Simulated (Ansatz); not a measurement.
# Abstraction of H: BH(CH3)(GeH3) + AlF2 → B(CH3)(GeH3) + AlHF2

Gas-phase species: BH(CH3)(GeH3), singlet; AlF2 `[F][Al][F]`, doublet; B(CH3)(GeH3), doublet; AlHF2 `[F][AlH][F]`, singlet. A radical takes H: the energy is the difference in strength between the B–H bond broken and the Al–H bond made.

Shapes, held fixed at every level: PBE0-D4/def2-TZVP. Programs: Ansatz 0.2.0. The zero-point and thermal change to 298 K, harmonic and unscaled (PBE0-D4/def2-TZVP), is -7.1 kJ/mol.

```csv
level,kind,ΔH(298 K) (kJ/mol),less CCSD(T)/def2-TZVPP
MP2/def2-TZVPP,perturbation theory,+70.5,+9.9
HF/def2-TZVPP,Hartree–Fock,+53.9,-6.7
SPW92/def2-TZVPP,LDA,+75.7,+15.1
PBE-D4/def2-TZVPP,GGA,+68.5,+7.9
PBE0-D4/def2-TZVPP,global hybrid,+65.6,+5.0
r2SCAN0-D4/def2-TZVPP,global hybrid,+58.5,-2.1
CCSD/def2-TZVPP,coupled cluster or CI,+58.4,-2.2
CCSD(T)/def2-TZVPP,coupled cluster or CI,+60.6,0.0
```

The highest level, CCSD(T)/def2-TZVPP, gives ΔH(298 K) = +60.6 kJ/mol; the levels span +53.9 to +75.7. The column of differences is taken from that level and isn't an error. No measured value is set beside it here. Open shells run unrestricted. Relativity is left out for Ge. Outer-core shells of Ge are correlated, in sets that cover them unevenly.

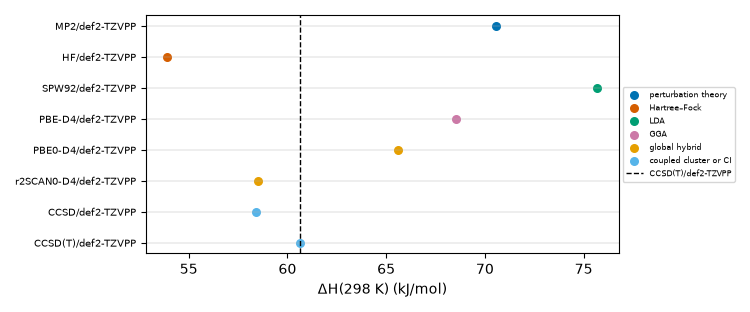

The values of the table, level by level.
